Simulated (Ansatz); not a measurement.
Cell of (AlP)7/(GaP)7 zinc blende (110) superlattice on Si, with its geometry taken from a PBE run:

```
CELL_PARAMETERS angstrom
      3.86904     0.00000     0.00000
      0.00000     5.46735     0.00000
      0.00000     0.00000    27.36958
ATOMIC_POSITIONS crystal
  Al 0.00000 0.99930 0.99994
  P  0.50000 0.25019 0.99997
  Al 0.50000 0.49885 0.07134
  P  0.00000 0.75044 0.07135
  Al 0.00000 0.99873 0.14283
  P  0.50000 0.25035 0.14281
  Al 0.50000 0.49870 0.21429
  P  0.00000 0.75037 0.21429
  Al 0.00000 0.99873 0.28574
  P  0.50000 0.25035 0.28576
  Al 0.50000 0.49885 0.35723
  P  0.00000 0.75044 0.35722
  Al 0.00000 0.99930 0.42864
  P  0.50000 0.25019 0.42861
  Ga 0.50000 0.49947 0.50020
  P  0.00000 0.75134 0.50002
  Ga 0.00000 0.99952 0.57151
  P  0.50000 0.25097 0.57154
  Ga 0.50000 0.49973 0.64289
  P  0.00000 0.75114 0.64290
  Ga 0.00000 0.99976 0.71429
  P  0.50000 0.25113 0.71429
  Ga 0.50000 0.49973 0.78568
  P  0.00000 0.75114 0.78567
  Ga 0.00000 0.99952 0.85706
  P  0.50000 0.25097 0.85703
  Ga 0.50000 0.49947 0.92838
  P  0.00000 0.75134 0.92855
```

Computed with HSE06 with spin-orbit coupling (plane waves to 420 eV, PAW; Ansatz, a program for electronic structure).  Its k-point mesh 4×3×1, Fermi–Dirac width 0.01 eV. HSE06 ran on meshes of its own (4×3×1); its edges and gaps are taken over the mesh and over extra points off it, mostly where PBE has its edges.

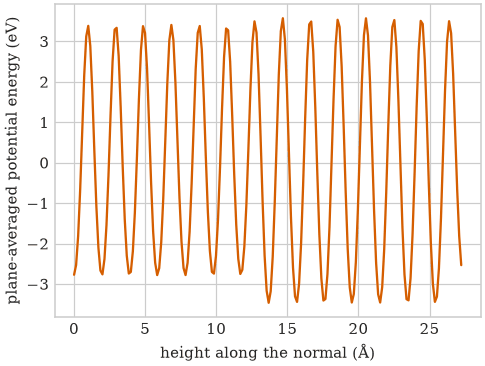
Fig. 1. Smooth (PAW) electrostatic potential energy of an electron, averaged over planes, about its mean

The curve spans 7.0 eV over the stretch drawn.
